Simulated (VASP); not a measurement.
Band structure of InP (zinc blende). These are RPBE GGA, VASP's PBE PAW potentials (set 64) (plane waves; VASP) values and carry that method's errors.

Unless said otherwise, spin-orbit coupling is left out, though it shifts the bands of the heavy elements here.

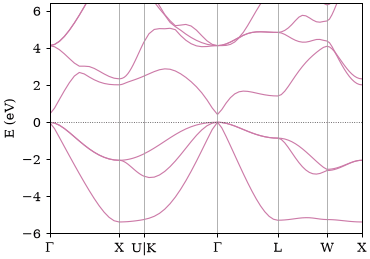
Figure. Bands along high-symmetry lines, zero at the valence-band maximum or, without a gap, the Fermi level

Problem. Read the plot: is there a gap, and where are the band edges?

Solution. The gap is direct, 0.42 eV, from the valence maximum at Γ to the conduction minimum at Γ. (Edges off the drawn lines would not show.)

Measured: gap 1.47 eV (computed value off by -1.05 eV), as given by Wei Chen et al., Physical Review Materials (2018), doi:10.1103/physrevmaterials.2.073803 [zero-point renormalisation of 0.05 eV added back (the table's ZPR column)].

The compound is InP in the zinc blende structure. It was relaxed first, which changed the volume by +8 %.
